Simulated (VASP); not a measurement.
Band structure of AlFe$_{3}$C (space group Pm-3m). Level of theory: PBEsol GGA, VASP's PBE PAW potentials (set 64) (plane waves; VASP 6.6.1).

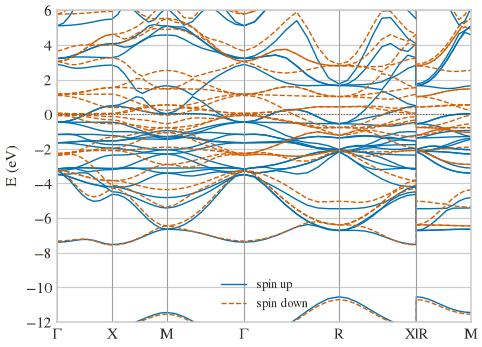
Bands along high-symmetry lines, zero at the valence-band maximum or, without a gap, the Fermi level

Question: Read the plot: is there a gap, and where are the band edges?

Answer: It has no gap at this level: it comes out as a metal or semimetal.

The structure was generated: AlFe3C was put into an ordered model structure, which need not be its known phase. The cell was not relaxed at this level. The k-mesh is coarse (spacing up to 0.32 per Å, 2π included), so the numbers may not be converged in it.
